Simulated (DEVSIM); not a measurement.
System: abrupt GaAs p-n junction, at 300 K.

```csv
layer (left to right),material,thickness (μm),Nd (cm⁻³),Na (cm⁻³),τn (s),τp (s)
1,GaAs,13.0,-,1.1e15,3.6e-9,3.6e-9
2,GaAs,240,2.6e15,-,3.6e-9,3.6e-8
```

Left contact: ohmic. Right contact: ohmic. Voltage is applied to the left contact. Recombination: SRH at mid-gap, Auger. Mobility is μmin + (μ − μmin)/(1 + (N/Nref)^α).

The device is made up for the run: typed textbook-type constants, with dimensions and the other settings drawn at random. Values at 300 K.

```
parameter        GaAs
-------------  ------
gap (eV)        1.424
affinity (eV)    4.07
permittivity     12.9
Nc (cm⁻³)      4.7e17
Nv (cm⁻³)        9e18
μn (cm²/Vs)      8500
μp (cm²/Vs)       400
μn,min            500
μp,min             20
Nref,n           6e16
Nref,p         1.5e17
αn               0.39
αp               0.38
Cn (cm⁶/s)      1e-30
Cp (cm⁶/s)      1e-30
```

Simulated with DEVSIM: 1D drift-diffusion, Boltzmann statistics, complete ionisation; no tunnelling, impact ionisation, image-force lowering or self-heating.

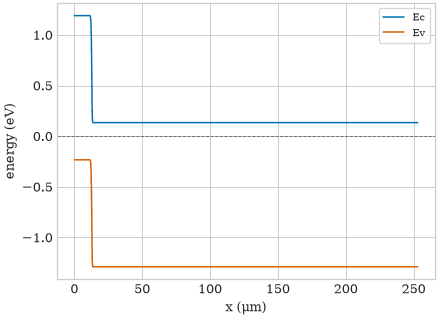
Fig. 1. Band edges at zero bias

Energies count from the Fermi level of the right contact; mesh points crowd at the junctions.

| x (μm) | Ec (eV) | Ev (eV) | n (cm⁻³) | p (cm⁻³) | field (V/cm) |
|---|---|---|---|---|---|
| 0.000 | 1.191 | -0.233 | < 1e2 | 1.1e15 | ≈ 0 |
| 0.05752 | 1.191 | -0.233 | < 1e2 | 1.1e15 | ≈ 0 |
| 0.2524 | 1.191 | -0.233 | < 1e2 | 1.1e15 | ≈ 0 |
| 0.9512 | 1.191 | -0.233 | < 1e2 | 1.1e15 | ≈ 0 |
| 4.937 | 1.191 | -0.233 | < 1e2 | 1.1e15 | ≈ 0 |
| 10.46 | 1.191 | -0.233 | < 1e2 | 1.1e15 | ≈ 0 |
| 12.27 | 1.127 | -0.297 | < 1e2 | 9.1e13 | -3600 |
| 12.88 | 0.630 | -0.794 | 1.2e7 | 420000 | -13000 |
| 12.98 | 0.485 | -0.939 | 3.4e9 | 1500 | -14000 |
| 13.02 | 0.427 | -0.997 | 3.2e10 | 160 | -14000 |
| 13.13 | 0.295 | -1.129 | 5.3e12 | < 1e2 | -9900 |
| 13.78 | 0.135 | -1.289 | 2.6e15 | < 1e2 | -24 |
| 15.71 | 0.134 | -1.290 | 2.6e15 | < 1e2 | ≈ 0 |
| 22.27 | 0.134 | -1.290 | 2.6e15 | < 1e2 | ≈ 0 |
| 62.51 | 0.134 | -1.290 | 2.6e15 | < 1e2 | ≈ 0 |
| 166.4 | 0.134 | -1.290 | 2.6e15 | < 1e2 | ≈ 0 |
| 227.6 | 0.134 | -1.290 | 2.6e15 | < 1e2 | ≈ 0 |
| 245.5 | 0.134 | -1.290 | 2.6e15 | < 1e2 | ≈ 0 |
| 251.6 | 0.134 | -1.290 | 2.6e15 | < 1e2 | ≈ 0 |
| 252.6 | 0.134 | -1.290 | 2.6e15 | < 1e2 | ≈ 0 |
| 252.9 | 0.134 | -1.290 | 2.6e15 | < 1e2 | ≈ 0 |
| 253.0 | 0.134 | -1.290 | 2.6e15 | < 1e2 | ≈ 0 |
